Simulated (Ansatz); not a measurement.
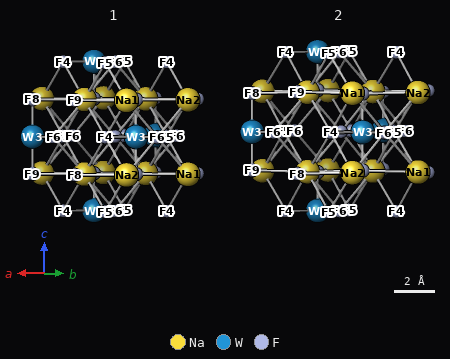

Two geometries of crystalline Na2WF6 (a generated structure, set up in Fm-3m) (coarse preliminary run), drawn at one scale. One is the start of a relaxation, the other its converged end. The picture is a ball-and-stick view of the atoms within 5.0 Å of the atom that moves most (axes of the conventional cell (4 times the calculation's cell)), seen from a free direction. Lengths and directions refer to the drawn axes.

The calculation used DFT PBE, scalar-relativistic, plane waves, PAW in Ansatz. (plane-wave cutoff 420 eV; k-point mesh 4 × 4 × 4; occupations gaussian; smearing width 0.1 eV; collinear spin; cell and atoms relaxed; force threshold 0.04 eV/Å; at most 70 steps)

Q: Which geometry has the lower energy?

A: Structure 2 is the relaxed one. The largest moves relative to the cell, 0.062 Å, are those of F atoms. Na and W stay in place. The volume changes by +21.2 %, with a = b = c 7.642 → 8.148 Å (+6.6 %). Near-neighbour distances that change, for instance: F–Na 2.702 → 2.881 Å, F–W 1.911 → 1.975 Å. The space group stays Fm-3m (No. 225). The energy falls by 73.7 meV per atom in 4 accepted moves (6 points after the start). The largest force component goes from 1.4 to 0.0015 eV/Å. The pressure goes from 14.17 to 0.27 GPa. At 2 points the geometry stayed and the basis and grid were re-selected for the new cell (energy shift of 14.7 meV per atom at most each time). The run took 44 s on 1 thread of Arm Neoverse V1 (shared host), peak memory 0.44 GiB.
